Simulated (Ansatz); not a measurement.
# Si2H4F2 (SMILES F[SiH](F)[SiH3]) at B3LYP/6-31G(d) (spherical functions)

What is the vertical ionisation energy of Si2H4F2 at B3LYP/6-31G* (spherical functions)? 

The calculation is run with Ansatz 0.2.0.

50 further runs of the same task are left out: 50 set aside as unsound or not needed.

### Step 1. Starting point

The species is Si2H4F2 (8 atoms), meant as a singlet with charge 0. As SMILES, `F[SiH](F)[SiH3]`. The coordinates come from a PBE0-D4/def2-TZVP relaxation.

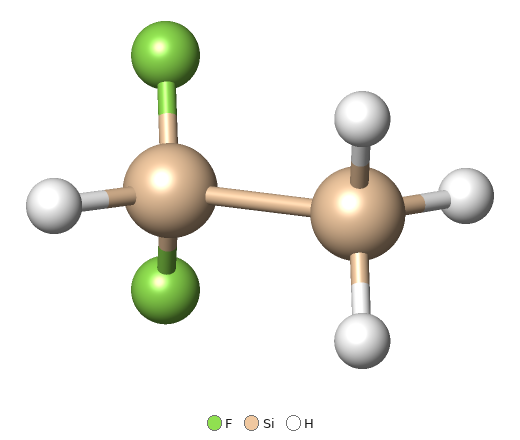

Viewed from a chosen angle; fluorine green, silicon light orange, hydrogen white.

### Step 2. The energy at B3LYP/6-31G(d) (spherical functions)

input.yaml reads:

```yaml
crystal:
  periodic: [false, false, false]
  atoms:
    - {symbol: F, position_ang: [0.971900, -1.046400, 1.729500]}
    - {symbol: Si, position_ang: [1.061800, -0.320500, 0.314000]}
    - {symbol: F, position_ang: [1.618700, -1.392500, -0.725000]}
    - {symbol: Si, position_ang: [-1.075200, 0.372800, -0.346900]}
    - {symbol: H, position_ang: [2.081000, 0.748800, 0.431800]}
    - {symbol: H, position_ang: [-1.595200, 1.352300, 0.642900]}
    - {symbol: H, position_ang: [-0.983200, 1.025300, -1.679300]}
    - {symbol: H, position_ang: [-1.987700, -0.796800, -0.422700]}
basis:
  gaussian:
    orbitals: 6-31G_st_-spherical.json
hamiltonian:
  xc: {name: B3LYP}
accuracy: high
output:
  orbitals: {seedname: orbitals}
```

The basis set 6-31G* is read from a file made from the Basis Set Exchange's data (not shown).

Started as:

```sh
ansatz run input.yaml --threads 1 --pin off --max-ram 3480MiB --events-out events.jsonl --progress --plain --runs-dir runs
```

Standard output:

```text
Warning: RAYON_NUM_THREADS=1 ignored (pool sized by the plan → 1); use --threads N
Functional definition: B3LYP
  name "B3LYP"
  parameter a0 = 0.2
  parameter ax = 0.72
  parameter ac = 0.81
  exchange = (1 - a0 - ax)*slater_x + ax*b88_x + a0*exact_x
  correlation = (1 - ac)*vwn_rpa_c + ac*lyp_c
1578 factors; integrals over basis functions are off by at most 5.2e-9 eV
mean field evaluation 1: about -21254.4471 eV, gradient 4.0e1 eV
mean field evaluation 2: about -21251.1992 eV, gradient 6.3e1 eV
mean field evaluation 4: about -21256.8577 eV, gradient 6.1e-1 eV
mean field evaluation 8: about -21257.0229 eV, gradient 5.7e-2 eV
mean field evaluation 16: about -21257.0229 eV, gradient 3.8e-6 eV
mean field -21257.02289096 eV, -781.1811827150 hartree, gradient 1.9e-8 eV, S^2 0.000000; 0 other end points of the search recorded, 0 dependent functions left out
reference -21257.02293383 eV, -781.1811842907 hartree; 25, 25 occupied and 47, 47 virtual orbitals, 1578 factors
Total energy: -21257.02293383 eV, -781.1811842907 hartree
```

It took 3.9 s on 1 thread of Intel Xeon 6975P-C (Granite Rapids), shared host; peak memory 0.24 GiB.

### Step 3. The doublet cation at the same level

Edit input.yaml of step 2 so:

```diff
@@ -14,6 +14,10 @@
     orbitals: 6-31G_st_-spherical.json
+magnetization:
+  spin_polarized: true
+  initial_magnetization: 1
+total_charge: 1
 hamiltonian:
   xc: {name: B3LYP}
-accuracy: high
 output:
   orbitals: {seedname: orbitals}
+accuracy: high
```

The basis set 6-31G* is read from a file made from the Basis Set Exchange's data (not shown).

Started as:

```sh
ansatz run input.yaml --threads 1 --pin off --max-ram 3480MiB --events-out events.jsonl --progress --plain --runs-dir runs
```

Standard output:

```text
Warning: RAYON_NUM_THREADS=1 ignored (pool sized by the plan → 1); use --threads N
Functional definition: B3LYP
  name "B3LYP"
  parameter a0 = 0.2
  parameter ax = 0.72
  parameter ac = 0.81
  exchange = (1 - a0 - ax)*slater_x + ax*b88_x + a0*exact_x
  correlation = (1 - ac)*vwn_rpa_c + ac*lyp_c
1577 factors; integrals over basis functions are off by at most 5.2e-9 eV
mean field evaluation 1: about -21236.8142 eV, gradient 5.5e1 eV
mean field evaluation 2: about -21191.5060 eV, gradient 1.2e2 eV
mean field evaluation 4: about -21246.0933 eV, gradient 3.2e0 eV
mean field evaluation 8: about -21246.3370 eV, gradient 1.8e-1 eV
mean field evaluation 16: about -21246.3374 eV, gradient 7.3e-4 eV
mean field -21246.33744853 eV, -780.7884999488 hartree, gradient 7.6e-8 eV, S^2 0.754070; 0 other end points of the search recorded, 0 dependent functions left out
reference -21246.33749062 eV, -780.7885014954 hartree; 25, 24 occupied and 47, 48 virtual orbitals, 1577 factors
Total energy: -21246.33749062 eV, -780.7885014954 hartree
```

It took 7.5 s on 1 thread of Intel Xeon 6975P-C (Granite Rapids), shared host; peak memory 0.35 GiB.

### Step 4. What came out

At B3LYP/6-31G* (spherical functions):

| quantity | value |
| --- | --- |
| singlet Si2H4F2: total energy | -781.18118 Eh |
| singlet Si2H4F2: HOMO energy | -8.22 eV |
| singlet Si2H4F2: LUMO energy | -0.13 eV |
| singlet Si2H4F2: HOMO–LUMO gap | 8.09 eV |
| doublet cation: total energy | -780.78850 Eh |
| doublet cation: HOMO energy (highest over α and β) | -15.68 eV |
| doublet cation: LUMO energy (lowest over α and β) | -13.13 eV |
| doublet cation: ⟨S²⟩ | 0.754 |
| vertical ionisation energy (to the doublet cation) | 10.685 eV |

Removing an electron at fixed nuclei costs 10.69 eV (1031 kJ/mol). The negative HOMO energy of the first species, 8.22 eV, lies 2.47 eV below that difference.
